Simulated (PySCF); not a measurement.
# C3H4FN3, SMILES `Cc1[nH]nnc1F`: electronic structure

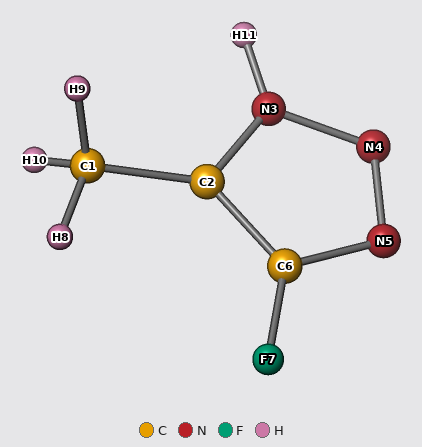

The molecule, with its atoms numbered as below. No frequency check shows the geometry to be a minimum.

Cartesian coordinates (Å):

```
C1      -2.1206    0.2970    0.0000
C2      -0.6406    0.2924    0.0000
N3       0.1464    1.3976    0.0001
N4       1.4351    1.0686   -0.0000
N5       1.5342   -0.2046    0.0000
C6       0.2996   -0.7240   -0.0000
F7       0.0656   -2.0306    0.0000
H8      -2.4851   -0.7268   -0.0000
H9      -2.5021    0.8077    0.8839
H10     -2.5021    0.8077   -0.8838
H11     -0.1400    2.3644   -0.0002
```

## 1. Bonding charge

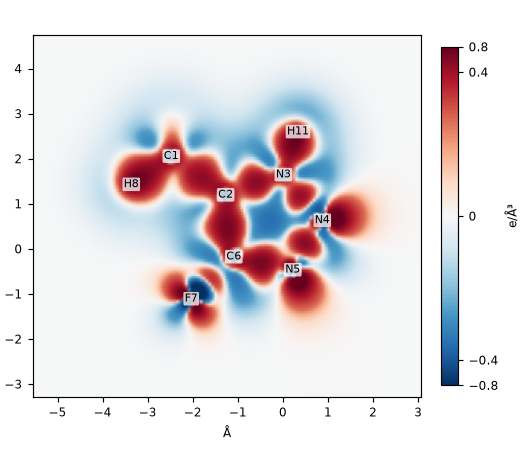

Deformation density (molecule less spherical, spin-averaged free atoms) in a plane through 9 of the atoms; colour scale in e/Å³, logarithmic beyond ±0.1; red: gain, blue: loss.

Computed with PySCF, TPSS/6-31+G*, geometry: GFN2-xTB.

> Describe the bonding that the map shows.

N3–H11: +0.77 e/Å³ at the bond critical point (bond length 1.01 Å). C1–H8: +0.64 e/Å³ at the bond critical point (bond length 1.09 Å). C2–C6: +0.63 e/Å³ at the bond critical point (bond length 1.39 Å). N5–C6: +0.58 e/Å³ at the bond critical point (bond length 1.34 Å). N4–N5: +0.51 e/Å³ at the bond critical point (bond length 1.28 Å). C1–C2: +0.46 e/Å³ at the bond critical point (bond length 1.48 Å). N3–N4: +0.39 e/Å³ at the bond critical point (bond length 1.33 Å). C2–N3: +0.30 e/Å³ at the bond critical point (bond length 1.36 Å). C6–F7: −0.01 e/Å³ at the bond critical point (bond length 1.33 Å); up to 0.6 Å beside the axis the gain reaches +0.23 e/Å³. In all, 2.4 electrons gather in the regions of gain relative to the promolecule. A small or negative value marks a very polar bond, one between electron-rich atoms, whose free-atom densities already overlap strongly, a long bond to a heavier atom, or a closed-shell contact such as a hydrogen bond.

> Where do the Hirshfeld charges lie?

The highest Hirshfeld charge is on H11 (+0.17 e), the lowest on N5 (−0.15 e).

## 2. Bond critical points

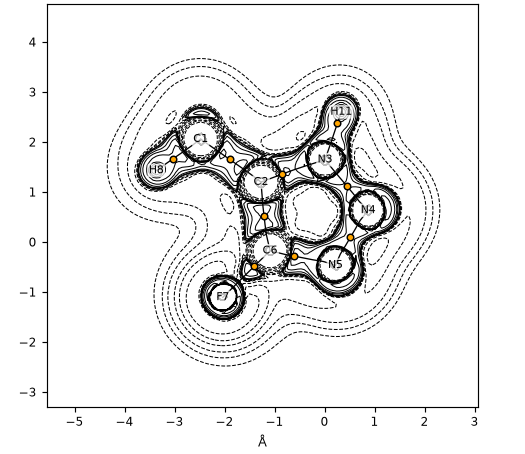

Negative Laplacian of the density (−∇²ρ) in a plane through 9 of the atoms (solid lines positive, dashed lines negative, contours at ±0.02 to ±8 a.u.), with bond paths and bond critical points (dots).

> Sort the bonds in the plane by the sign of ∇²ρ at their critical points.

Concentrated (∇²ρ < 0): N4–N5 (−0.97 a.u.); N3–N4 (−0.73 a.u.); N5–C6 (−1.15 a.u.); N3–H11 (−1.73 a.u.); C2–C6 (−0.84 a.u.); C2–N3 (−0.48 a.u.); C1–H8 (−0.94 a.u.); C1–C2 (−0.64 a.u.). Depleted (∇²ρ > 0): C6–F7 (+0.26 a.u., H = −0.371). A positive Laplacian with clearly negative H marks a strongly polar covalent bond, whose critical point lies close to the core of the less electronegative atom.

> Where along N3–H11 does the critical point lie?

0.76 Å from N3 and 0.24 Å from H11.

## 3. Local ionisation energy

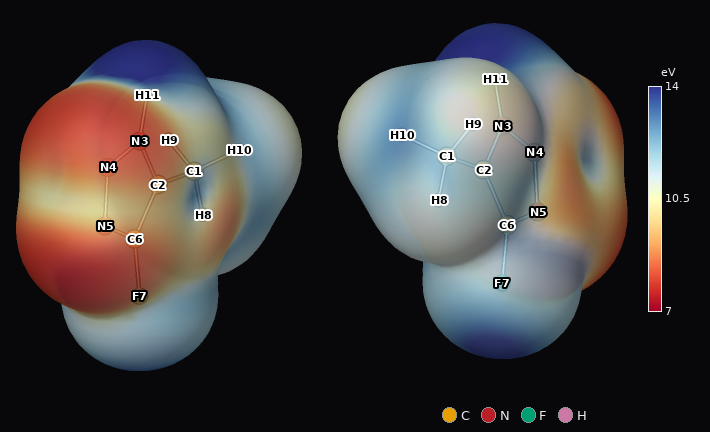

Average local ionisation energy on the surface of electron density 0.001 a.u. (back view left, front view right).

> Locate the minima of the map.

The lowest value is 7.5 eV, 2.0 Å from N5. Further minima include 7.9 eV, 2.0 Å from N4; 8.7 eV, off the C2–C6 bond (2.0 to 2.2 Å from its atoms), and at like points elsewhere; 10.7 eV, 1.3 Å from H9, and at like points elsewhere. For comparison, the highest occupied orbital lies at −6.2 eV.

## 4. Localised orbitals

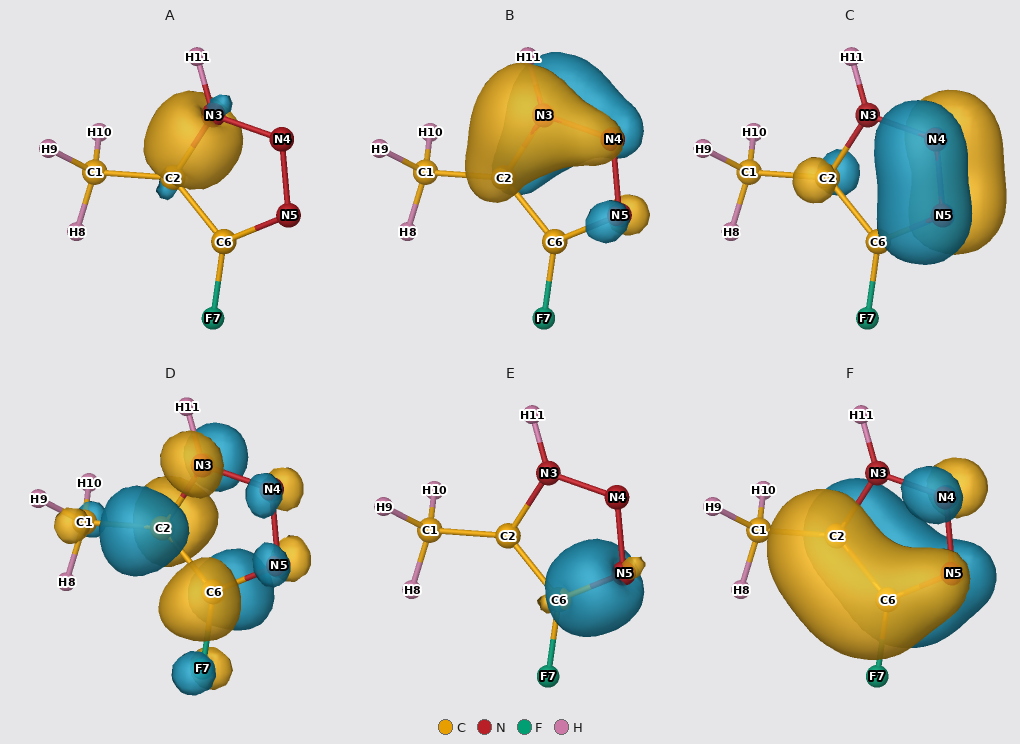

Intrinsic bond orbitals (IBO), occupied and valence-virtual; each surface holds about 85 % of the orbital's density. Energies are diagonal elements of the Fock matrix.

PySCF calculation, ωB97X/6-311+G**, gas phase; geometry: GFN2-xTB.

> What does each orbital represent in a Lewis picture?

By panel:
- A: σ bond N3–C2 (N3 58 %, C2 41 %; −24.1 eV)
- B: p-type lone pair on N3, partly delocalised onto C2, N4 and N5 (N3 76 %, C2 10 %, N4 8 %; −13.7 eV)
- C: π bond N4–N5 (N4 48 %, N5 46 %, C2 5 %; −13.1 eV)
- D: delocalised π* orbital mainly over C2, C6 and N3 (C2 45 %, C6 34 %, N3 12 %; 4.6 eV)
- E: σ bond N5–C6 (N5 55 %, C6 44 %; −23.7 eV)
- F: delocalised π orbital mainly over C6, C2 and N5 (C6 51 %, C2 36 %, N5 9 %; −12.0 eV)

> How do all the valence pairs divide up?

19 pairs: 11 σ bonds, 5 lone pairs, 1 partly delocalised lone pair, 1 two-centre π bond and 1 delocalised π orbital.

## 5. Magnetic shielding

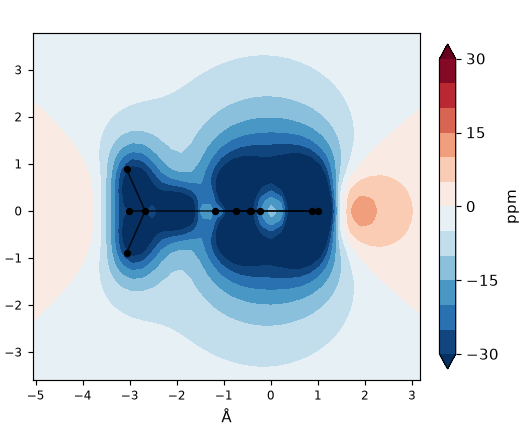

NICSzz (the component normal to the ring) in a plane perpendicular to the 5-membered ring C2/N3/N4/N5/C6; GIAO shieldings; atoms are projected onto the map; negative values mean shielding.

PySCF calculation, HF/def2-SVP, gas phase; geometry: GFN2-xTB.

> Is the ring aromatic by this magnetic criterion?

It is strongly diatropic (aromatic): NICS(0) = −15.9, NICS(1) = −13.7, NICS(1)zz = −32.6 ppm.

> What absolute proton shieldings does the same calculation give?

From 21.4 ppm (H11) to 30.1 ppm (H9 and H10).
